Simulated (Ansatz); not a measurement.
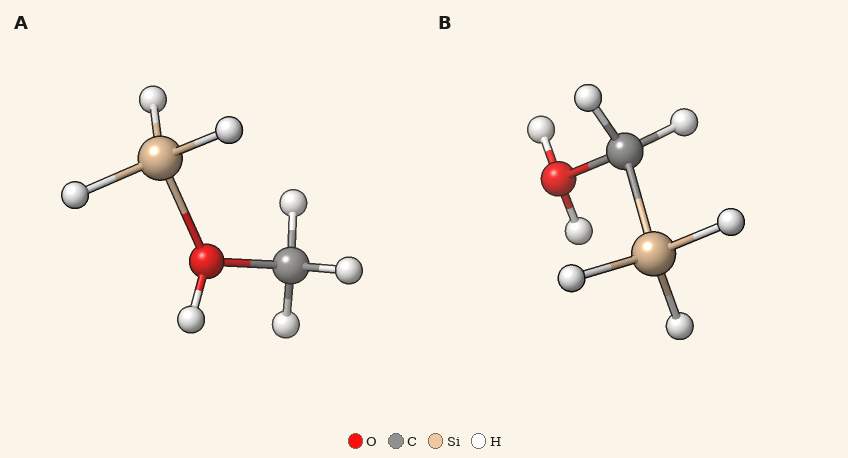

2 stationary structures of one formula. State: charge +1, singlet. Geometries: PBE-D4/def2-SVP. Electronic energies: PBE-D4/def2-SVP (Ansatz 0.2.0), without zero-point energy. No frequency run is at hand to confirm each as a minimum. Each is one conformer, not always the lowest.

Question: Rank them by energy, lowest first.

Answer: A is lowest; B lies 105.6 kJ/mol above it.
